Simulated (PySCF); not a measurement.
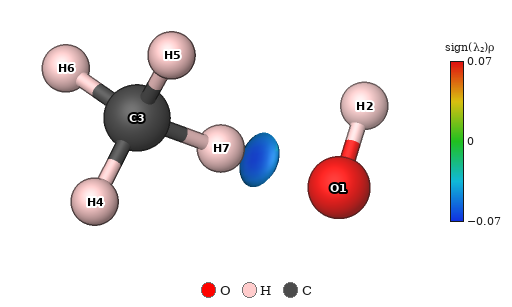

CH$_{5}$O, charge −1, SMILES `[OH-].C`. Non-covalent interaction surfaces between the fragments (reduced density gradient s = 0.4, coloured by sign(λ₂)ρ in a.u.; trimmed to the region between the fragments where ρ is under 0.1 a.u.). Fragment A: OH(−1) (atoms 1–2); fragment B: H4C.

Level of theory: PBE/def2-SVPD (PySCF), at a geometry from GFN2-xTB.

Input

```python
import numpy as np
from pyscf import gto, scf, dft
from pyscf.scf import atom_ks, atom_hf
from scipy.linalg import block_diag
from pyscf.dispersion import dftd3

def solve(mol, dm0=None, hcore=None):
    mf = (dft.UKS if mol.spin else dft.RKS)(mol, xc='pbe')
    mf.grids.level = 3
    mf = mf.density_fit(auxbasis='def2-universal-jkfit')
    mf.conv_tol, mf.max_cycle = 1e-8, 80
    if hcore is not None:
        mf.get_hcore = lambda *args: hcore
    mf.kernel(dm0)
    if not mf.converged:
        mf = mf.newton().run(mf.mo_coeff, mf.mo_occ, max_cycle=30)
    assert mf.converged, 'SCF not converged'
    return mf

mol = gto.M(atom='''
O      1.45142    -0.11167    -0.00001
H      1.68191     0.83090    -0.00005
C     -1.33570     0.00726     0.00000
H     -1.75304    -0.99354    -0.05036
H     -1.67534     0.49233     0.91065
H     -1.67280     0.58002    -0.85927
H     -0.17792    -0.05995    -0.00089
''', basis='def2-svpd', charge=-1, spin=0, verbose=4)
mol_a = gto.M(atom='''
O      1.45142    -0.11167    -0.00001
H      1.68191     0.83090    -0.00005
ghost-C     -1.33570     0.00726     0.00000
ghost-H     -1.75304    -0.99354    -0.05036
ghost-H     -1.67534     0.49233     0.91065
ghost-H     -1.67280     0.58002    -0.85927
ghost-H     -0.17792    -0.05995    -0.00089
''', basis='def2-svpd', charge=-1, spin=0, verbose=4)
mol_b = gto.M(atom='''
ghost-O      1.45142    -0.11167    -0.00001
ghost-H      1.68191     0.83090    -0.00005
C     -1.33570     0.00726     0.00000
H     -1.75304    -0.99354    -0.05036
H     -1.67534     0.49233     0.91065
H     -1.67280     0.58002    -0.85927
H     -0.17792    -0.05995    -0.00089
''', basis='def2-svpd', charge=0, spin=0, verbose=4)
ab, a, b = solve(mol), solve(mol_a), solve(mol_b)
e_int = ab.e_tot - a.e_tot - b.e_tot
print('counterpoise-corrected interaction energy / kcal/mol', e_int * 627.5095)
def disp(atoms, charge):
    m = gto.M(atom=atoms, charge=charge, basis='sto-3g', spin=None, unit='Bohr', verbose=0)
    return dftd3.DFTD3Dispersion(m, xc='pbe', version='d3bj').get_dispersion()['energy']
e_disp = disp(mol._atom, mol.charge) - disp(mol._atom[:2], mol_a.charge) - disp(mol._atom[2:], mol_b.charge)
print('D3(BJ) part / kcal/mol', e_disp * 627.5095)
# spherically averaged free atoms, for the promolecule
atm = atom_ks.get_atm_nrks(mol, xc='pbe')
pro = block_diag(*[(atm[a[0]][2] * atm[a[0]][3]) @ atm[a[0]][2].T for a in mol._atom])
np.savez('result.npz', e_int=e_int, e_disp=e_disp, dm_a=a.make_rdm1(), dm_b=b.make_rdm1(), c=ab.mo_coeff, occ=ab.mo_occ, eps=ab.mo_energy, pro=pro, d=[f.dip_moment(verbose=0) for f in (ab, a, b)])
```

Launched as:

```sh
OMP_NUM_THREADS=1 python input.py
```

The run took 12 s on 1 thread of Arm Neoverse V2, with other jobs on the host, peak memory 0.34 GiB.

Partitions, critical points and surface values were worked out afterwards from this run's density.

Interpret the surfaces between the fragments.

Bond critical points between the fragments: O1···H7, weak C–H hydrogen bond, 1.63 Å, ρ = 0.060 a.u. It appears blue (attractive, sign(λ₂)ρ well below zero). The pose is a local one from a semi-empirical search, not shown to be the most stable. With a charged fragment, long-range electrostatics, which these surfaces don't show, weighs heavily in the interaction energy.

How strongly are they bound?

The counterpoise-corrected interaction energy of the frozen fragments is −5.4 kcal/mol without dispersion correction and −6.0 kcal/mol with D3(BJ). The pair geometry is semi-empirical, not a minimum at this level.
